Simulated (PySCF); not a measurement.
```xyz
15

C    -2.5404   -0.0026    0.0510
C    -1.2229    0.0427   -0.0559
C    -0.1972   -0.1170    1.0411
C     1.0666    0.3274    0.2840
C     2.1878   -0.5653    0.3646
Cl    3.7148   -0.0511   -0.2176
Si    0.0186    0.3947   -1.4320
H    -3.0315   -0.1886    0.9951
H    -3.1856    0.1393   -0.8003
H    -0.4048    0.4897    1.9229
H    -0.1199   -1.1573    1.3609
H     1.3599    1.3474    0.5336
H     2.0619   -1.6348    0.3810
H     0.3419   -0.7013   -2.3397
H    -0.0534    1.6850   -2.1106
```

Geometry: GFN2-xTB.

Method: UKS B3LYP, pcH-1 on C Cl H Si, non-relativistic, mean-field spin-orbit, GIAO in PySCF.

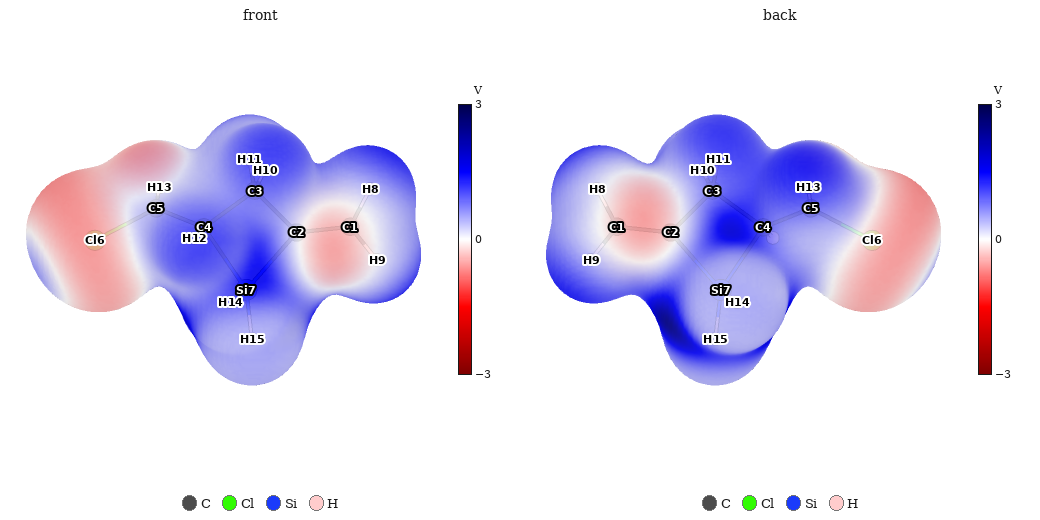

C$_{5}$H$_{8}$ClSi (doublet). The molecular electrostatic potential painted on the density surface at 0.004 e/bohr³, seen from the front and from behind; red is negative and blue positive.

### Where is the surface potential most negative and most positive?

The most negative region (about −0.6 V) lies over Cl6, the most positive (about +2.3 V) over Si7. Cl6 shows a σ-hole: about +0.6 V at the tip opposite its bond, against about −0.5 V on its flanks.
